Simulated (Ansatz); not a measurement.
## Work function of Ba(111): what the settings cost and change

How far do functional and pseudopotentials move the work function of Ba(111), and at what cost?

Program: Ansatz 0.2.0. Level of theory: plane-wave DFT, PBE, Ansatz PAW, in the first sound run; inputs show where later runs differ. Results are calculated unless marked as measured.

## (1) Starting point

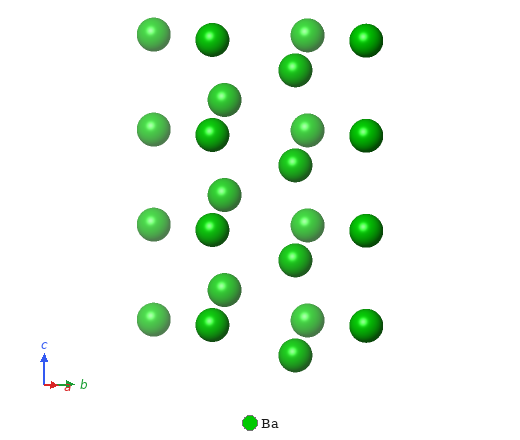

The starting structure, seen from the side, with the c axis up (barium green). Some periodic images of atoms are drawn too.

The cell holds 11 atoms: 11 Ba. Its edges and angles: a = 7.099 Å, b = 7.099 Å, c = 32.491 Å, α = 90.0°, β = 90.0°, γ = 60.0°. Vacuum lies along c.

## (2) Run, setting PBE, Ansatz PAW (420 eV)

A work function rests on the faint tail of the density, so the SCF threshold is tight. PBE on the default files comes first; the next runs keep the geometry and change functional or files, each at the cutoff that its files recommend; a relaxation and, for heavy metals, spin-orbit coupling close the ladder.

File input.yaml:

```yaml
crystal:
  lattice:
    - [7.0993520831, 0.0, 0.0]
    - [3.5496760416, 6.1482192544, 0.0]
    - [0.0, 0.0, 32.4914917567]
  atoms:
    - { symbol: Ba, position: [0.6666666667, 0.6666666667, 0.2769955922] }
    - { symbol: Ba, position: [0.0, 0.0, 0.3215964737] }
    - { symbol: Ba, position: [0.3333333333, 0.3333333333, 0.3661973553] }
    - { symbol: Ba, position: [0.6666666667, 0.6666666667, 0.4107982369] }
    - { symbol: Ba, position: [0.0, 0.0, 0.4553991184] }
    - { symbol: Ba, position: [0.3333333333, 0.3333333333, 0.5] }
    - { symbol: Ba, position: [0.6666666667, 0.6666666667, 0.5446008816] }
    - { symbol: Ba, position: [0.0, 0.0, 0.5892017631] }
    - { symbol: Ba, position: [0.3333333333, 0.3333333333, 0.6338026447] }
    - { symbol: Ba, position: [0.6666666667, 0.6666666667, 0.6784035263] }
    - { symbol: Ba, position: [0.0, 0.0, 0.7230044078] }
kpoints:
  mp_grid: { grid: [7, 7, 1] }
hamiltonian:
  xc: pbe
scf:
  occupations: { method: fermi_dirac, width: 0.1 }
  convergence: { dr2_threshold: 1.0e-09 }
efield:
  axis: 3
  dipole_correction: true
  ramp_position: 0.97
  ramp_width: 0.06
output:
  write_potential: true
  write_density: true
  volumetric_format: npy
  elf: true
```

The run is started by

```sh
$ ansatz run input.yaml --threads 4 --pin off --max-ram 6144MiB --backend cpu --events-out ev --progress --plain --runs-dir out
```

Numbers of over 12 decimals in the logs are rounded to 6 here.

Log:

```text
Engine: ansatz 0.2.0, aarch64-unknown-linux-gnu
Pseudopotentials: kind: paw
Pseudopotential: Ba, paw, valence charge 10, recommended cutoff 420 eV (normal), Ba.paw.azcp
Functional definition: PBE
  parameter kappa = 0.804
  parameter beta = 0.066725
  exchange = pbe_x(kappa = kappa, mu = beta*pi^2/3)
  correlation = pbe_c(beta = beta)
Crystal: 11 atoms, lattice volume = 1418.201 Å³
Basis set: ecut = 420 eV, 27739 PW (Γ)
Bands: 66, of which v1, the nominal top of the filled ones, is band 55 counted from 1 (54 counted from 0)
Symmetry: 6 space group operations
k-points: 8 of 49 (time reversal used)
Non-local potential: Ba, projectors of the file, l = 0: 3, l = 1: 2, l = 2: 2, l = 3: 2
PAW form: soft (Blöchl's): semilocal exchange-correlation on the pseudo side does not see the compensation charge
PAW one-centre angular grid: Ba, 194 points (default); XC on 64 Gauss nodes
Initial density: superposition of atomic densities (neutral atoms: chi_scale 0, normalization atom), corrected by the library's trained network
Initial wavefunctions: pseudopotential atomic-orbital guess
Functional: x = pbe(κ = 0.804, μ = 0.219515), c = pbe(β = 0.066725)
SCF iter   1: F=—  HF=-65443.032277 eV  |F-HF|=—  |Δ(HF+E_count)|=         —  Δρ=1.35e-3  dr2=1.31e0  ethr=1.77e-3  p=-0.000 e·Å  D=-2.32e-14 V/Å  ΔV_dip=0.00 eV  dr2_dipole=1.03e-5  V_vac-E_F(+/−)=2.21/2.21 eV  ⟨swp⟩=15.5  Hψ=8766  notcnv=0
efield: sawtooth ramp at fractional position 0.9700 (set: `efield.ramp_position`, or a place that a band, a saddle search or an elastic batch's reference lends), width 0.0600; the density the first Hamiltonian is built on has a dipole p = -0.000 e·Å; the dipole correction subtracts the counter field D = -2.32e-14 V/Å, which shifts the + side's vacuum level by +0.00 eV against the − side's; the planar-averaged density in the ramp window peaks in size at 2.9e-6 e/Å³
automatic band count: the SCF goes on with 77 bands, as 66 were too few: the levels above may hold too much charge
preconditioner: auto → LDOS  [metal: Δε(μ)=0.056 eV  Ē_g=1.502 eV  σ=0.100 eV  W_gap=0.14  n_scr=126 (ndim 8)  ℏωp=4.6 eV  f_vac=0.433  D(μ)=19.33/eV (n_scr^D=94)  β→1.0]
SCF iter   2: F=—  HF=-65442.992816 eV  |F-HF|=—  |Δ(HF+E_count)|=   3.95e-2  Δρ=4.78e-4  dr2=2.60e-2  ethr=1.19e-3  p=0.000 e·Å  D=5.85e-7 V/Å  ΔV_dip=-0.00 eV  dr2_dipole=1.14e-5  V_vac-E_F(+/−)=2.36/2.36 eV  ⟨swp⟩=1.8  Hψ=718  notcnv=0
SCF iter   3: F=—  HF=-65442.994518 eV  |F-HF|=—  |Δ(HF+E_count)|=   1.70e-3  Δρ=1.60e-4  dr2=1.48e-3  ethr=2.36e-5  p=0.000 e·Å  D=2.22e-6 V/Å  ΔV_dip=-0.00 eV  dr2_dipole=7.43e-10  V_vac-E_F(+/−)=2.37/2.37 eV  ⟨swp⟩=3.0  Hψ=1152  notcnv=0
SCF iter   4: F=—  HF=-65442.994716 eV  |F-HF|=—  |Δ(HF+E_count)|=   1.98e-4  Δρ=8.76e-5  dr2=2.35e-4  ethr=1.35e-6  p=0.000 e·Å  D=1.79e-6 V/Å  ΔV_dip=-0.00 eV  dr2_dipole=4.06e-9  V_vac-E_F(+/−)=2.39/2.39 eV  ⟨swp⟩=2.0  Hψ=1039  notcnv=0
SCF iter   5: F=—  HF=-65442.994729 eV  |F-HF|=—  |Δ(HF+E_count)|=   1.23e-5  Δρ=1.75e-5  dr2=5.07e-5  ethr=2.13e-7  p=0.000 e·Å  D=9.25e-7 V/Å  ΔV_dip=-0.00 eV  dr2_dipole=4.01e-11  V_vac-E_F(+/−)=2.39/2.39 eV  ⟨swp⟩=2.1  Hψ=1084  notcnv=0
SCF iter   6: F=—  HF=-65442.994743 eV  |F-HF|=—  |Δ(HF+E_count)|=   1.42e-5  Δρ=6.78e-6  dr2=2.82e-6  ethr=4.61e-8  p=0.000 e·Å  D=9.58e-8 V/Å  ΔV_dip=-0.00 eV  dr2_dipole=2.26e-10  V_vac-E_F(+/−)=2.39/2.39 eV  ⟨swp⟩=2.4  Hψ=813  notcnv=0
SCF iter   7: F=—  HF=-65442.994812 eV  |F-HF|=—  |Δ(HF+E_count)|=   6.88e-5  Δρ=2.59e-6  dr2=3.08e-7  ethr=2.56e-9  p=-0.000 e·Å  D=-1.12e-7 V/Å  ΔV_dip=0.00 eV  dr2_dipole=1.39e-11  V_vac-E_F(+/−)=2.39/2.39 eV  ⟨swp⟩=3.0  Hψ=1199  notcnv=0
SCF iter   8: F=—  HF=-65442.994812 eV  |F-HF|=—  |Δ(HF+E_count)|=   2.19e-8  Δρ=9.69e-7  dr2=3.12e-8  ethr=2.80e-10  p=0.000 e·Å  D=3.17e-8 V/Å  ΔV_dip=-0.00 eV  dr2_dipole=8.61e-12  V_vac-E_F(+/−)=2.39/2.39 eV  ⟨swp⟩=2.2  Hψ=1084  notcnv=0
SCF iter   9: F=—  HF=-65442.994812 eV  |F-HF|=—  |Δ(HF+E_count)|=   1.43e-9  Δρ=4.35e-7  dr2=6.61e-9  ethr=2.83e-11  p=-0.000 e·Å  D=-2.38e-8 V/Å  ΔV_dip=0.00 eV  dr2_dipole=1.21e-15  V_vac-E_F(+/−)=2.39/2.39 eV  ⟨swp⟩=2.2  Hψ=1240  notcnv=0
SCF iter  10: F=-65442.994812 eV  HF=-65442.994812 eV  |F-HF|=2.18e-11  |Δ(HF+E_count)|=  6.55e-11  Δρ=9.44e-8  dr2=3.63e-10  ethr=1.00e-12  p=-0.000 e·Å  D=-4.87e-9 V/Å  ΔV_dip=0.00 eV  dr2_dipole=1.29e-13  V_vac-E_F(+/−)=2.39/2.39 eV  ⟨swp⟩=5.5  Hψ=2623  notcnv=0
SCF 1 converged in 10 iterations: F = -65442.994812 eV  dr2 = 3.63e-10
  greatest PAW one-centre occupation: 0.960 electrons in one spin orbital (limit 2), on the Ba atom at site 10 (counted from 0), in its partial waves of l = 0
WARN: The output density's exchange-correlation potential varies sharply where the density is thin. Do not read a vacuum level from v_tot or v_xc, or from such a field of the output density. On a cell that repeats whose density bears no net charge and no dipole along the vacuum's axis use v_es (v_loc + v_h of the components); under efield.dipole_correction with no amplitude use v_es + v_field, which holds any externa [...]
SCF converged after 10 iterations
Free energy (F): -65442.994812 eV
Harris-Foulkes:  -65442.994812 eV  (|F-HF|=2.18e-11)
Internal energy: -65442.383647 eV  (E = F + TS)
E sigma→0 (E₀):  -65442.689229 eV
Entropy (-TS):   -0.611165 eV (-55.560 meV/atom)
Fermi energy:    1.708180 eV
Dipole field:    D = -0.000000 V/Å  (p = -0.000001 e·Å, saw-weighted, corrected)
Work function:   Φ+ = 2.3938 eV   Φ− = 2.3938 eV
Levels:          The Fermi level and band energies are counted from a zero that moves with the ramp; work functions are not
--- Per-component energies (eV) ---
  E_band       = -1406.124648
  E_kinetic    = 1826.124297
  E_local      = -39454.969027  (includes V_loc(G=0)·N_el)
  E_nonlocal   = 627.788070
  E_hartree    = 18726.196540
  E_xc         = -1827.789714
  E_vxc        = -1464.140174  (∫ρ·V_xc dr)
  E_paw        = -57483.941989  (= ΣΔE_a)
  E_vpaw       = -393.321659  (= ΣTr[D̂ρ^β])
  E_aug_tail   = -0.000019  (compensation charges beyond the density's cutoff)
  E_efield     = 0.000000  (sawtooth field / dipole correction)
  E_vefield    = 0.000000  (∫n·V_field dr)
  E_ewald      = 12144.208195
  E_smearing   = -0.611165  (= −TS)
  E_closure    = 0.000000  (closes the sum)
  Σ components = -65442.994812   (vs F -65442.994812, Δ=0.00e0)
--- Band table (eV; the first three rows and the last of 8) ---
  k-point 0: bands = [... 51 lower, 1.5260, 1.5260, 1.8752, 1.8752, 1.9338, 1.9559, 2.0308, 2.1634, ... 18 higher]
  k-point 1: bands = [... 51 lower, 1.5018, 1.5811, 1.5958, 1.7064, 1.8357, 1.9282, 1.9490, 2.0988, ... 18 higher]
  k-point 2: bands = [... 51 lower, 1.3885, 1.4535, 1.5390, 1.5540, 1.7868, 1.7946, 1.8780, 2.0774, ... 18 higher]
  k-point 7: bands = [... 51 lower, 1.1769, 1.2677, 1.3944, 1.4479, 1.8240, 1.8487, 2.0644, 2.1341, ... 18 higher]
```

The job ended after 2.2 min (4 threads of Arm Neoverse N1, shared host; peak memory 2.6 GiB).

This step gave:

| Quantity | Value |
| --- | --- |
| energy at zero smearing | -65442.6892 eV |
| work function, upper face | 2.394 eV |

Running mean over 1.449 Å of the planar mean; the ramp of the sawtooth is left out. Table of electron's electrostatic potential energy less the Fermi level by z:

```tsv
z (Å)	electron's electrostatic potential energy less the Fermi level (eV)
5.0	2.38
7.5	1.37
10.0	-3.09
12.5	-2.86
15.0	-2.93
17.5	-2.93
20.0	-2.86
22.5	-3.09
25.0	1.38
27.5	2.38
```

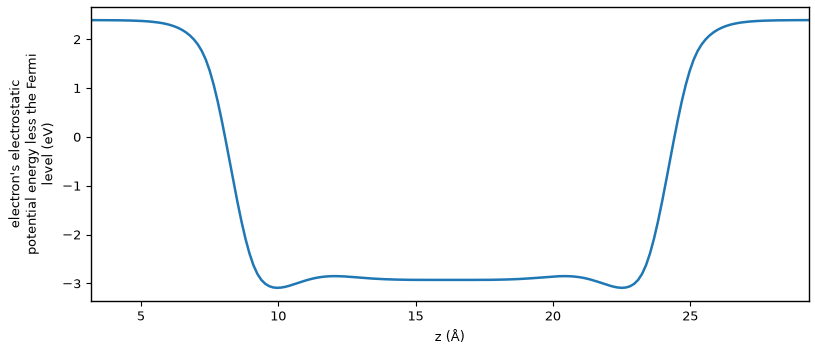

Electron's electrostatic potential energy less the Fermi level, plotted against z.

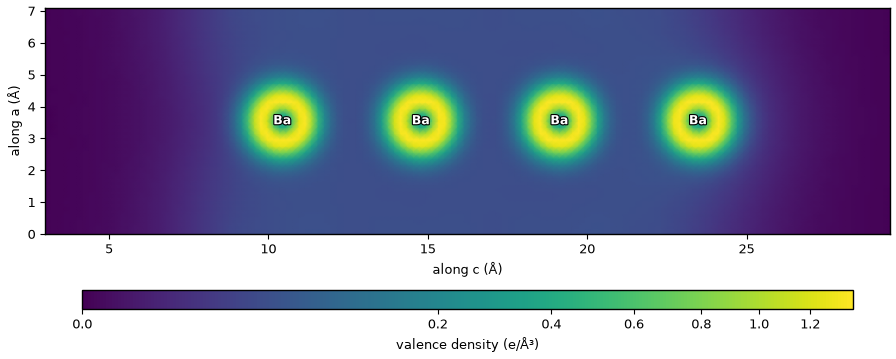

Valence density in the ca plane at fractional y = 0.000, with atoms of Ba within 0.2 Å of it. It is the smooth field of the valence electrons, not physical close to the nuclei. The map starts off the cell's origin, so that atoms lie inside it. The colour scale is stretched toward low values. The far vacuum is left out of the map.

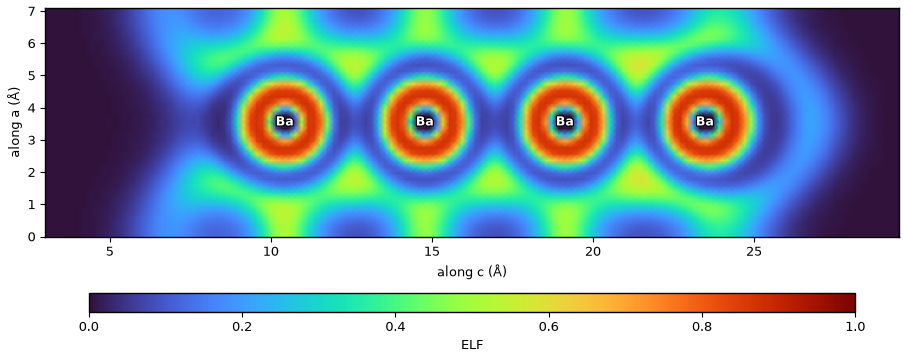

ELF in the ca plane at fractional y = 0.000, with atoms of Ba within 0.2 Å of it. It is the smooth field of the valence electrons, not physical close to the nuclei. The map starts off the cell's origin, so that atoms lie inside it. The far vacuum is left out of the map.

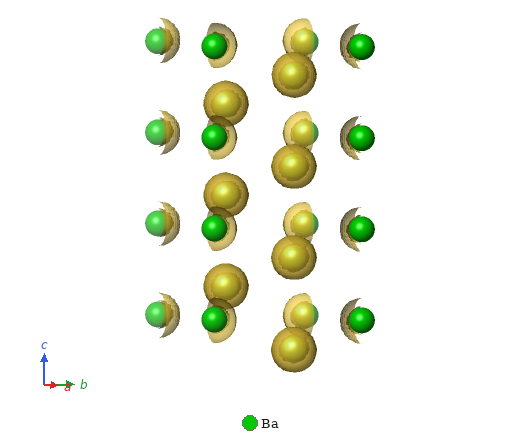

Surface of ELF = 0.8.

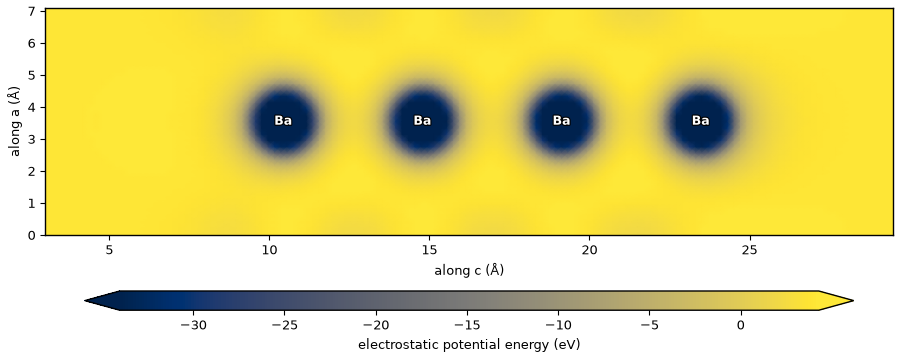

Electrostatic potential energy in the ca plane at fractional y = 0.000, with atoms of Ba within 0.2 Å of it. With pseudopotentials it is smooth inside the atoms' cores, unlike the true potential. The map starts off the cell's origin, so that atoms lie inside it. The far vacuum is left out of the map.

The work function is 2.394 eV.

## (3) Slab

This step: plane-wave DFT, LDA, Ansatz PAW (Ansatz 0.2.0).

input.yaml: that of step 2 with these lines changed.

```diff
@@ -20,3 +20,3 @@
 hamiltonian:
-  xc: pbe
+  xc: lda
 scf:
@@ -33,2 +33 @@
   volumetric_format: npy
-  elf: true
```

Log:

```text
[...]
Crystal: 11 atoms, lattice volume = 1418.201 Å³
Basis set: ecut = 420 eV, 27739 PW (Γ)
Bands: 66, of which v1, the nominal top of the filled ones, is band 55 counted from 1 (54 counted from 0)
Symmetry: 6 space group operations
k-points: 8 of 49 (time reversal used)
[...]
k-point 0: bands = [... 51 lower, 1.3438, 1.3438, 1.6959, 1.6959, 1.7011, 1.7325, 1.8506, 1.9785, ... 18 higher]
  k-point 1: bands = [... 51 lower, 1.3158, 1.3783, 1.4134, 1.4971, 1.6292, 1.7467, 1.7515, 1.8930, ... 18 higher]
  k-point 2: bands = [... 51 lower, 1.1955, 1.2710, 1.3424, 1.3576, 1.5956, 1.6118, 1.6742, 1.8890, ... 18 higher]
  k-point 7: bands = [... 51 lower, 0.9624, 1.0521, 1.1842, 1.2447, 1.6514, 1.6743, 1.8806, 1.9381, ... 18 higher]
[key lines of the parts left out:]
SCF converged after 9 iterations
Free energy (F): -63572.567248 eV
Fermi energy:    1.516644 eV
Dipole field:    D = -0.000000 V/Å  (p = -0.000000 e·Å, saw-weighted, corrected)
Work function:   Φ+ = 2.5543 eV   Φ− = 2.5543 eV
```

Run time: 2.1 min. Hardware: 4 threads; peak memory 2.6 GiB.

The work function is 2.554 eV, +0.160 eV from the run “PBE, Ansatz PAW (420 eV)”, at 0.94 times its CPU time.

## (4) Slab

This step: plane-wave DFT, PBEsol, Ansatz PAW (Ansatz 0.2.0).

input.yaml: that of step 3 with these lines changed.

```diff
@@ -20,3 +20,3 @@
 hamiltonian:
-  xc: lda
+  xc: pbesol
 scf:
```

Log:

```text
[...]
Crystal: 11 atoms, lattice volume = 1418.201 Å³
Basis set: ecut = 420 eV, 27739 PW (Γ)
Bands: 66, of which v1, the nominal top of the filled ones, is band 55 counted from 1 (54 counted from 0)
Symmetry: 6 space group operations
k-points: 8 of 49 (time reversal used)
[...]
k-point 0: bands = [... 51 lower, 1.4629, 1.4629, 1.8110, 1.8110, 1.8482, 1.8743, 1.9576, 2.0940, ... 18 higher]
  k-point 1: bands = [... 51 lower, 1.4345, 1.5057, 1.5326, 1.6277, 1.7577, 1.8634, 1.8757, 2.0221, ... 18 higher]
  k-point 2: bands = [... 51 lower, 1.3156, 1.3881, 1.4745, 1.4768, 1.7149, 1.7314, 1.8019, 2.0105, ... 18 higher]
  k-point 7: bands = [... 51 lower, 1.0949, 1.1874, 1.3170, 1.3730, 1.7586, 1.7835, 1.9997, 2.0660, ... 18 higher]
[key lines of the parts left out:]
SCF converged after 10 iterations
Free energy (F): -64486.357668 eV
Fermi energy:    1.637909 eV
Dipole field:    D = -0.000000 V/Å  (p = -0.000001 e·Å, saw-weighted, corrected)
Work function:   Φ+ = 2.4267 eV   Φ− = 2.4267 eV
```

Elapsed: 2.1 min, on 4 threads; peak memory 2.6 GiB; 6.7 min of CPU time.

The work function is 2.427 eV, +0.033 eV from the run “PBE, Ansatz PAW (420 eV)”, at 0.96 times its CPU time.

## (5) Run

This step: plane-wave DFT, RPBE, Ansatz PAW (Ansatz 0.2.0).

input.yaml: that of step 4 with these lines changed.

```diff
@@ -20,3 +20,3 @@
 hamiltonian:
-  xc: pbesol
+  xc: rpbe
 scf:
```

Log:

```text
[...]
Crystal: 11 atoms, lattice volume = 1418.201 Å³
Basis set: ecut = 420 eV, 27739 PW (Γ)
Bands: 66, of which v1, the nominal top of the filled ones, is band 55 counted from 1 (54 counted from 0)
Symmetry: 6 space group operations
k-points: 8 of 49 (time reversal used)
[...]
k-point 0: bands = [... 51 lower, 1.6232, 1.6278, 1.9701, 1.9701, 2.0595, 2.0760, 2.1289, 2.2608, ... 18 higher]
  k-point 1: bands = [... 51 lower, 1.6012, 1.6896, 1.6930, 1.8188, 1.9475, 2.0243, 2.0554, 2.2096, ... 18 higher]
  k-point 2: bands = [... 51 lower, 1.4912, 1.5518, 1.6361, 1.6679, 1.8897, 1.8917, 1.9887, 2.1765, ... 18 higher]
  k-point 7: bands = [... 51 lower, 1.2933, 1.3841, 1.5074, 1.5577, 1.9166, 1.9423, 2.1623, 2.2418, ... 18 higher]
[key lines of the parts left out:]
SCF converged after 11 iterations
Free energy (F): -65549.448792 eV
Fermi energy:    1.810892 eV
Dipole field:    D = -0.000000 V/Å  (p = -0.000000 e·Å, saw-weighted, corrected)
Work function:   Φ+ = 2.2949 eV   Φ− = 2.2949 eV
```

It took 2.2 min on 4 threads; peak memory 2.6 GiB.

The work function is 2.295 eV, -0.099 eV from the run “PBE, Ansatz PAW (420 eV)”, at 1.0 times its CPU time.

## (6) Run

This step: plane-wave DFT, r2SCAN, Ansatz PAW (Ansatz 0.2.0).

input.yaml: that of step 5 with these lines changed.

```diff
@@ -20,3 +20,3 @@
 hamiltonian:
-  xc: rpbe
+  xc: r2scan
 scf:
```

Log:

```text
[...]
Crystal: 11 atoms, lattice volume = 1418.201 Å³
Basis set: ecut = 500 eV, 36065 PW (Γ), exchange–correlation on 216×216×960 points (64 copies of the dense FFT grid, shifted against one another)
Bands: 66, of which v1, the nominal top of the filled ones, is band 55 counted from 1 (54 counted from 0)
Symmetry: 6 space group operations
[...]
k-point 0: bands = [... 51 lower, 1.5253, 1.5517, 1.8984, 1.8984, 2.0713, 2.1052, 2.1217, 2.2224, ... 18 higher]
  k-point 1: bands = [... 51 lower, 1.5158, 1.6006, 1.6434, 1.7985, 1.9309, 1.9603, 2.0362, 2.2159, ... 18 higher]
  k-point 2: bands = [... 51 lower, 1.4149, 1.4569, 1.5372, 1.6356, 1.8152, 1.8403, 1.9827, 2.1339, ... 18 higher]
  k-point 7: bands = [... 51 lower, 1.2454, 1.3400, 1.4567, 1.5028, 1.8320, 1.8617, 2.1122, 2.2297, ... 18 higher]
[key lines of the parts left out:]
SCF converged after 12 iterations
Free energy (F): -65606.905861 eV
Fermi energy:    1.752016 eV
Dipole field:    D = 0.000000 V/Å  (p = 0.000000 e·Å, saw-weighted, corrected)
Work function:   Φ+ = 2.3786 eV   Φ− = 2.3786 eV
```

Elapsed: 4.3 min, on 4 threads; peak memory 5.2 GiB; 14 min of CPU time.

The work function is 2.379 eV, -0.015 eV from the run “PBE, Ansatz PAW (420 eV)”, at 2.0 times its CPU time.

## (7) Run

This step: plane-wave DFT, PBE, JTH PAW (Ansatz 0.2.0).

input.yaml: that of step 6 with these lines changed.

```diff
@@ -20,3 +20,4 @@
 hamiltonian:
-  xc: r2scan
+  xc: pbe
+  pseudopotentials: { kind: paw, source: jth }
 scf:
```

Log:

```text
[...]
k-point 0: bands = [... 51 lower, 1.5568, 1.5568, 1.9062, 1.9062, 1.9710, 1.9879, 2.0569, 2.1906, ... 18 higher]
  k-point 1: bands = [... 51 lower, 1.5319, 1.6111, 1.6286, 1.7364, 1.8656, 1.9611, 1.9781, 2.1275, ... 18 higher]
  k-point 2: bands = [... 51 lower, 1.4144, 1.4828, 1.5745, 1.5844, 1.8173, 1.8328, 1.9100, 2.1142, ... 18 higher]
  k-point 7: bands = [... 51 lower, 1.2063, 1.2974, 1.4227, 1.4793, 1.8592, 1.8835, 2.1044, 2.1698, ... 18 higher]
[key lines of the parts left out:]
SCF converged after 13 iterations
Free energy (F): -65276.973443 eV
Fermi energy:    1.740750 eV
Dipole field:    D = -0.000000 V/Å  (p = -0.000001 e·Å, saw-weighted, corrected)
Work function:   Φ+ = 2.3957 eV   Φ− = 2.3957 eV
```

Elapsed: 4 min, on 4 threads; peak memory 5.1 GiB.

The work function is 2.396 eV, +0.002 eV from the run “PBE, Ansatz PAW (420 eV)”, at 1.8 times its CPU time.

(Part 1 of 2 ends here.)

[Logs are printed without paths, hosts, clocks, repeated set-up lines and the standing remarks that a program may print on its own settings, such as how far it seeks lower states.]

[Hosts, paths, dates, database ids (printed as entryN), source tags and the programs' standing remarks are cut or masked in the printed files.]

[Maps of the electrostatic potential energy from Ansatz leave out the sawtooth potential of an applied field or a dipole correction, so their vacuum need not be flat; planar profiles and work functions include it.]
